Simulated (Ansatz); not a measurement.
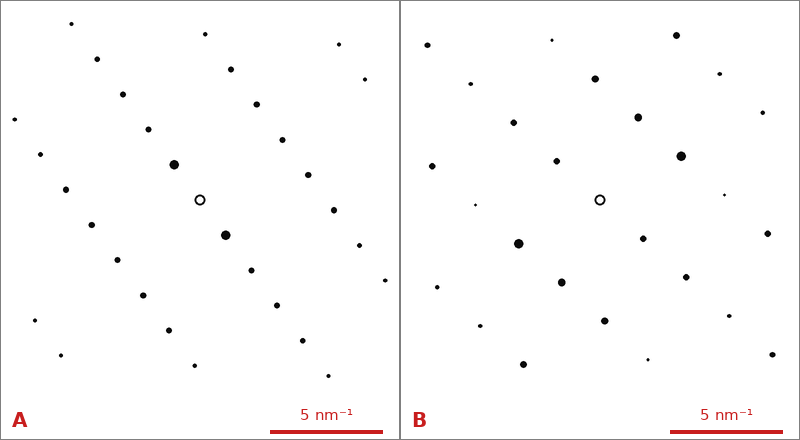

Kinematic electron diffraction patterns (120 kV, B = 0.5 Å², same scale, each along a low-index zone) of two structures of composition Si3O2, each relaxed at zero pressure with DFT PBE, scalar-relativistic, plane waves, PAW in Ansatz.

The structures (standard cells):
1. R-3m (No. 166), a = 6.175 Å, c = 5.505 Å (hexagonal axes), 15 atoms; generated start, possibly hypothetical
2. P321 (No. 150), a = 4.355 Å, c = 5.098 Å (hexagonal axes), 5 atoms; generated start, possibly hypothetical

Q: Which pattern belongs to which structure, and along which zone?

A: A is structure 2 along [210] or an equivalent direction: rectangular net of 0 0 1 at d = 5.10 Å and 1 -2 0 at d = 2.18 Å, 90.0° apart. B is structure 1 along [100] or an equivalent direction: oblique net of 0 -1 1 at d = 3.84 Å and 0 1 2 at d = 2.45 Å, 73.1° apart.

Q: Which structure lies lowest at this level of theory, and by how much?

A: Structure 1 (R-3m, 12.12 Å³ an atom) is the lowest of these; structure 2 (P321, 16.74 Å³ an atom) lies about 530 meV an atom higher. These are static energies at 0 K; other structures, not shown, may lie lower still.
